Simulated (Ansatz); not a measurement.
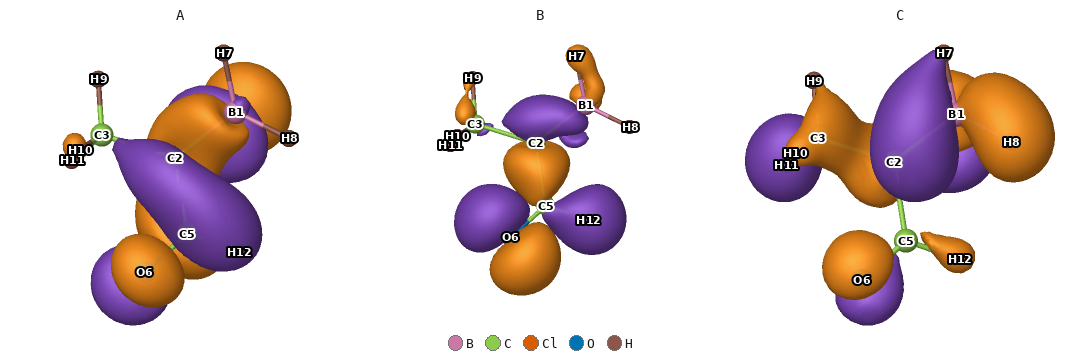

Figure 1: C$_{3}$H$_{6}$BClO. Three frontier orbitals at ±0.1 Å⁻³ᐟ² (orange and purple are the two phases), in no order.

Geometry: PBE0-D4/def2-TZVP.

Method: RKS PBE0-D4/def2-TZVPP (Ansatz 0.2.0).

```xyz
12

B    -1.0944   -0.6406   -0.9022
C     0.0447    0.0755   -0.0876
C     1.0183   -0.6715    0.7664
Cl    0.5743    0.1568   -1.8710
C    -0.2746    1.4709    0.3435
O    -0.1092    1.8505    1.4691
H    -1.0472   -1.8279   -0.9971
H    -2.0412   -0.0092   -1.2595
H     1.2048   -1.6674    0.3670
H     0.5713   -0.7709    1.7587
H     1.9601   -0.1330    0.8837
H    -0.7297    2.1115   -0.4372
```

Q: Order the three orbitals by energy and name them.

A: C is the HOMO−1 (−9.23 eV). Its weight (Hirshfeld) is mainly on C2 (about 20 %), B1 (about 20 %), Cl4 (about 20 %), O6 (about 10 %), H8 (about 10 %) and C3 (about 10 %). B is the HOMO (−7.88 eV). By Hirshfeld shares it lies mainly on O6 (about 55 %), C5 (about 15 %), C2 (about 10 %) and H12 (about 10 %). A is the LUMO (−1.63 eV). Its weight (Hirshfeld) is mainly on C5 (about 25 %), Cl4 (about 25 %), O6 (about 20 %) and C2 (about 15 %).

Q: What is the HOMO–LUMO gap?

A: 6.25 eV between the orbital energies.
